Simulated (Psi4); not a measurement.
## Run report: BSiH$_{2}$Cl, single-point calculation (part 2 of 2)

BSiH$_{2}$Cl, multiplicity 3; MP2.5/2ZaPa-NR, UHF (Psi4 1.11). The geometry comes from this level: GFN2-xTB.

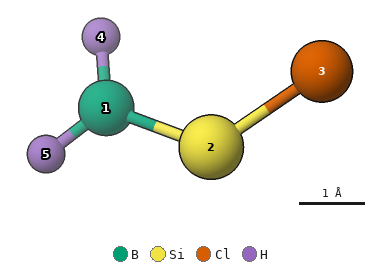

*The input geometry (ball-and-stick view, seen at a tilt; atoms are numbered from 1 in the order of the input).*

**Output, continued**
```
  Module OCC Options:
  ----------------------------------------------------------------------------
  ACTIVE                        => (empty)
  BASIS_RELATIVISTIC            => (empty)
  BENCH                         => (empty)
  CACHELEVEL                    => (empty)
  CCL_ENERGY                    => (empty)
  CC_MAXITER                    => (empty)
  CC_TYPE                       => (empty)
  CEPA_OS_SCALE                 => (empty)
  CEPA_SOS_SCALE                => (empty)
  CEPA_SS_SCALE                 => (empty)
  CEPA_TYPE                     => (empty)
  CI_TYPE                       => (empty)
  CUBEPROP_BASIS_FUNCTIONS      => (empty)
  CUBEPROP_FILEPATH             => (empty)
  CUBEPROP_ISOCONTOUR_THRESHOLD => (empty)
  CUBEPROP_ORBITALS             => (empty)
  CUBEPROP_TASKS                => (empty)
  CUBIC_BASIS_TOLERANCE         => (empty)
  CUBIC_BLOCK_MAX_POINTS        => (empty)
  CUBIC_GRID_OVERAGE            => (empty)
  CUBIC_GRID_SPACING            => (empty)
  CUTOFF                        => (empty)
  DDX                           => (empty)
  DEBUG                         => (empty)
  DERTYPE                       => (empty)
  DF_BASIS_CC                   => (empty)
  DIE_IF_NOT_CONVERGED          => (empty)
  DIIS_MAX_VECS                 => (empty)
  DIIS_MIN_VECS                 => (empty)
  DKH_ORDER                     => (empty)
  DOCC                          => (empty)
  DO_DIIS                       => (empty)
  DO_LEVEL_SHIFT                => (empty)
  DO_SCS                        => (empty)
  DO_SOS                        => (empty)
  E3_SCALE                      => (empty)
  EA_POLES                      => (empty)
  EKT_EA                        => (empty)
  EKT_IP                        => (empty)
  EP_EA_POLES                   => (empty)
  EP_IP_POLES                   => (empty)
  EP_MAXITER                    => (empty)
  EXTERNAL_POTENTIAL_SYMMETRY   => (empty)
  E_CONVERGENCE                 => 1e-06           !
  FREEZE_CORE                   => (empty)
  FREEZE_CORE_POLICY            => (empty)
  FROZEN_DOCC                   => (empty)
  FROZEN_UOCC                   => (empty)
  INTEGRAL_PACKAGE              => (empty)
  IP_POLES                      => (empty)
  LEVEL_SHIFT                   => (empty)
  LITERAL_CFOUR                 => (empty)
  LS_THC_BASIS_TOLERANCE        => (empty)
  LS_THC_DF                     => (empty)
  LS_THC_PRUNING_SCHEME         => (empty)
  LS_THC_RADIAL_POINTS          => (empty)
  LS_THC_SPHERICAL_POINTS       => (empty)
  LS_THC_S_EPSILON              => (empty)
  LS_THC_WEIGHTS_TOLERANCE      => (empty)
  MAT_NUM_COLUMN_PRINT          => (empty)
  MAX_MOGRAD_CONVERGENCE        => (empty)
  MAX_RADIAL_MOMENT             => (empty)
  MBIS_D_CONVERGENCE            => (empty)
  MBIS_MAXITER                  => (empty)
  MBIS_PRUNING_SCHEME           => (empty)
  MBIS_RADIAL_POINTS            => (empty)
  MBIS_SPHERICAL_POINTS         => (empty)
  MOGRAD_DAMPING                => (empty)
  MOLDEN_WITH_VIRTUAL           => (empty)
  MO_MAXITER                    => (empty)
  MO_READ                       => (empty)
  MO_STEP_MAX                   => (empty)
  MO_WRITE                      => (empty)
  MP2_OS_SCALE                  => (empty)
  MP2_SOS_SCALE                 => (empty)
  MP2_SOS_SCALE2                => (empty)
  MP2_SS_SCALE                  => (empty)
  MP2_TYPE                      => (empty)
  MP_TYPE                       => CONV            !
  NAT_ORBS                      => (empty)
  NUM_FROZEN_DOCC               => (empty)
  NUM_FROZEN_UOCC               => (empty)
  NUM_GPUS                      => (empty)
  OCC_ORBS_PRINT                => (empty)
  OEPROP                        => (empty)
  OPT_METHOD                    => (empty)
  ORBITAL_OPTIMIZER_PACKAGE     => (empty)
  ORB_OPT                       => FALSE           !
  ORB_RESP_SOLVER               => (empty)
  ORTH_TYPE                     => (empty)
  OS_SCALE                      => (empty)
  PARENT_SYMMETRY               => (empty)
  PCG_BETA_TYPE                 => (empty)
  PCG_CONVERGENCE               => (empty)
  PCG_MAXITER                   => (empty)
  PCM                           => (empty)
  PE                            => (empty)
  PRINT                         => (empty)
  PRINT_NOONS                   => (empty)
  PROPERTIES                    => (empty)
  PROPERTIES_ORIGIN             => (empty)
  PUREAM                        => (empty)
  QC_MODULE                     => (empty)
  RAS1                          => (empty)
  RAS2                          => (empty)
  RAS3                          => (empty)
  RAS4                          => (empty)
  RELATIVISTIC                  => (empty)
  RELAXED                       => (empty)
  REMP_A                        => (empty)
  RESTRICTED_DOCC               => (empty)
  RESTRICTED_UOCC               => (empty)
  RMS_MOGRAD_CONVERGENCE        => (empty)
  R_CONVERGENCE                 => (empty)
  SCF_TYPE                      => PK              !
  SCREENING                     => SCHWARZ         !
  SCS_TYPE                      => (empty)
  SOCC                          => (empty)
  SOS_TYPE                      => (empty)
  SPIN_SCALE_TYPE               => NONE            !
  SS_SCALE                      => (empty)
  SYMMETRIZE                    => (empty)
  TPDM_ABCD_TYPE                => (empty)
  WFN                           => (empty)
  WFN_TYPE                      => OMP2.5          !
  WRITER_FILE_LABEL             => (empty)
  ZORA_BASIS_TOLERANCE          => (empty)
  ZORA_NR_DEBUG                 => (empty)
  ZORA_PRUNING_SCHEME           => (empty)
  ZORA_RADIAL_POINTS            => (empty)
  ZORA_SPHERICAL_POINTS         => (empty)

 ==============================================================================
 ==============================================================================
 ==============================================================================

                             MP2.5

 ==============================================================================
 ==============================================================================
 ==============================================================================

	MO spaces per irreps...

	IRREP   FC   AOCC  BOCC  AVIR    BVIR  FV
	==========================================
	   A     0    20    18    64     66     0
	==========================================

	Computing MP2 energy using SCF MOs (Canonical MP2)...
	==============================================================================
	Nuclear Repulsion Energy (a.u.)    :   108.02832731970679
	SCF Energy (a.u.)                  :  -774.24476241099421
	REF Energy (a.u.)                  :  -774.24476241099421
	Alpha-Alpha Contribution (a.u.)    :    -0.05650431278117
	Alpha-Beta Contribution (a.u.)     :    -0.26991732975244
	Beta-Beta Contribution (a.u.)      :    -0.04112586537462
	Scaled_SS Correlation Energy (a.u.):    -0.03254339271860
	Scaled_OS Correlation Energy (a.u.):    -0.32390079570292
	SCS-MP2 Total Energy (a.u.)        :  -774.60120659941572
	SOS-MP2 Total Energy (a.u.)        :  -774.59565493967239
	SCSN-MP2 Total Energy (a.u.)       :  -774.41659152454838
	SCS-MP2-VDW Total Energy (a.u.)    :  -774.63907168215530
	SOS-PI-MP2 Total Energy (a.u.)     :  -774.62264667264765
	MP2 Correlation Energy (a.u.)      :    -0.36754750790823
	MP2 Total Energy (a.u.)            :  -774.61230991890250
	==============================================================================

	Computing MP2.5 energy using SCF MOs (Canonical MP2.5)...
	==============================================================================
	Nuclear Repulsion Energy (a.u.)    :   108.02832731970679
	SCF Energy (a.u.)                  :  -774.24476241099421
	REF Energy (a.u.)                  :  -774.24476241099421
	Alpha-Alpha Contribution (a.u.)    :    -0.05712690519115
	Alpha-Beta Contribution (a.u.)     :    -0.28577560610129
	Beta-Beta Contribution (a.u.)      :    -0.04092536168734
	0.5 Energy Correction (a.u.)       :    -0.01628036507145
	MP2.5 Correlation Energy (a.u.)    :    -0.38382787297978
	MP2.5 Total Energy (a.u.)          :  -774.62859028397395
	==============================================================================

	total time  =         15 seconds =       0.25 minutes

  Variable Map:
  ----------------------------------------------------------------------------
  "CURRENT CORRELATION ENERGY"             =>      -0.383827872980
  "CURRENT ENERGY"                         =>    -774.628590283974
  "CURRENT REFERENCE ENERGY"               =>    -774.244762410994
  "DD SOLVATION ENERGY"                    =>       0.000000000000
  "HF KINETIC ENERGY"                      =>     774.607248585239
  "HF POTENTIAL ENERGY"                    =>   -1548.852010996233
  "HF TOTAL ENERGY"                        =>    -774.244762410994
  "HF VIRIAL RATIO"                        =>       1.999532038753
  "MP2 CORRELATION ENERGY"                 =>      -0.367547507908
  "MP2 DOUBLES ENERGY"                     =>      -0.367547507908
  "MP2 OPPOSITE-SPIN CORRELATION ENERGY"   =>      -0.269917329752
  "MP2 SAME-SPIN CORRELATION ENERGY"       =>      -0.097630178156
  "MP2 SINGLES ENERGY"                     =>       0.000000000000
  "MP2 TOTAL ENERGY"                       =>    -774.612309918902
  "MP2.5 CORRELATION ENERGY"               =>      -0.383827872980
  "MP2.5 DOUBLES ENERGY"                   =>      -0.383827872980
  "MP2.5 OPPOSITE-SPIN CORRELATION ENERGY" =>      -0.285775606101
  "MP2.5 SAME-SPIN CORRELATION ENERGY"     =>      -0.098052266878
  "MP2.5 SINGLES ENERGY"                   =>       0.000000000000
  "MP2.5 TOTAL ENERGY"                     =>    -774.628590283974
  "MP3 CORRELATION ENERGY"                 =>      -0.400108238051
  "MP3 DOUBLES ENERGY"                     =>      -0.400108238051
  "MP3 OPPOSITE-SPIN CORRELATION ENERGY"   =>      -0.301633882450
  "MP3 SAME-SPIN CORRELATION ENERGY"       =>      -0.098474355601
  "MP3 SINGLES ENERGY"                     =>       0.000000000000
  "MP3 TOTAL ENERGY"                       =>    -774.644870649045
  "NUCLEAR REPULSION ENERGY"               =>     108.028327319707
  "ONE-ELECTRON ENERGY"                    =>   -1285.045415886043
  "PCM POLARIZATION ENERGY"                =>       0.000000000000
  "PE ENERGY"                              =>       0.000000000000
  "SCF ITERATION ENERGY"                   =>    -774.244762410994
  "SCF ITERATIONS"                         =>      15.000000000000
  "SCF TOTAL ENERGY"                       =>    -774.244762410994
  "SCS(N)-MP2 CORRELATION ENERGY"          =>      -0.171829113554
  "SCS(N)-MP2 TOTAL ENERGY"                =>    -774.416591524548
  "SCS-MP2 CORRELATION ENERGY"             =>      -0.356444188422
  "SCS-MP2 TOTAL ENERGY"                   =>    -774.601206599416
  "SCS-MP2-VDW CORRELATION ENERGY"         =>      -0.394309271161
  "SCS-MP2-VDW TOTAL ENERGY"               =>    -774.639071682155
  "SOS-MP2 CORRELATION ENERGY"             =>      -0.350892528678
  "SOS-MP2 TOTAL ENERGY"                   =>    -774.595654939672
  "SOS-PI-MP2 CORRELATION ENERGY"          =>      -0.377884261653
  "SOS-PI-MP2 TOTAL ENERGY"                =>    -774.622646672648
  "TWO-ELECTRON ENERGY"                    =>     402.772326155342

  Array Variable Map:
  ----------------------------------------------------------------------------
  "CURRENT DIPOLE"                         =>      -0.462699513898 ... -0.109005455913 1 by 3
  "SCF DIPOLE"                             =>      -0.462699513898 ... -0.109005455913 1 by 3
  "SCF TOTAL ENERGIES"                     =>    -773.485370592438 ... -774.244762410994 1 by 16

    Psi4 run time: 0:00:21.77
```

The run was set up as follows.

**The input (calc.dat)**
```
memory 1600 MB

molecule system {
  0 3
  B     -0.674100     0.367960    -0.302510
  Si     0.334580    -1.081930     0.357550
  Cl     2.311390    -0.930270     0.961480
  H     -0.184480     1.431210    -0.387430
  H     -1.787390     0.213030    -0.629090
}

set reference uhf
set scf_type pk
set mp_type conv
set screening schwarz

e_tot, wfn = energy("mp2.5/2ZaPa-NR", return_wfn=True)
print_variables()
```

Run as:
```bash
psi4 -i calc.dat -o calc.out -n 1
```

**Key numbers**

```csv
quantity,value
outcome,converged
total energy,−774.628590 hartree
SCF energy,−774.244762 hartree
MP2 energy,−774.612310 hartree
correlation energy,−0.383828 hartree
basis functions,84
⟨S²⟩,2.008
hardware,"1 thread of Intel Xeon (Sapphire Rapids), 176 GiB of memory available, shared host"
wall time,24 s
peak memory,0.5 GiB
```

Settings chosen away from the usual ones: screening set to schwarz.
